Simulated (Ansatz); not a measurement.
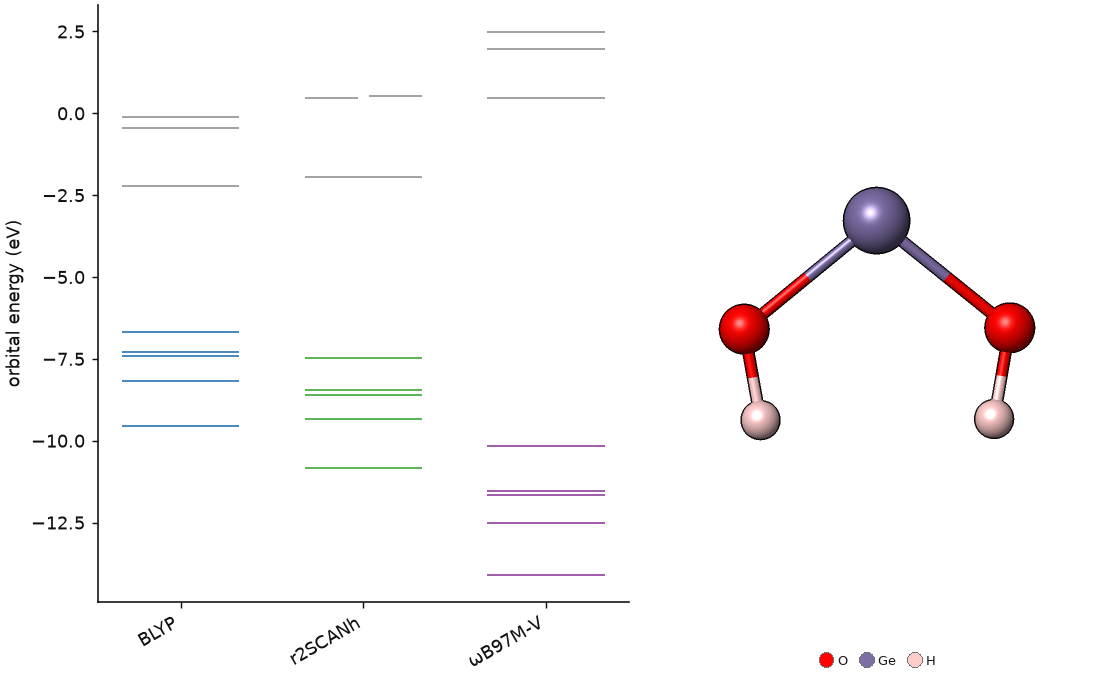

Frontier orbital energies of GeH₂O₂, SMILES [OH][Ge][OH], singlet at one geometry, def2-TZVPP, the Ansatz code, at a PBE0-D4/def2-TZVP geometry (a minimum by its frequencies). Empty levels are grey, levels within 0.1 eV stand side by side; all columns show the same few orbitals around the gap.

Question: How do the frontier levels move from column to column?

Answer: The separation grows from 4.46 eV (BLYP) to 10.62 eV (ωB97M-V).

```csv
level,HOMO (eV),LUMO (eV),separation (eV)
BLYP,−6.69,−2.22,4.46
r2SCANh,−7.48,−1.94,5.54
ωB97M-V,−10.15,0.47,10.62
```

Caveats, for all or some of the runs: empty levels above zero depend strongly on the basis; no scalar relativity up to krypton.
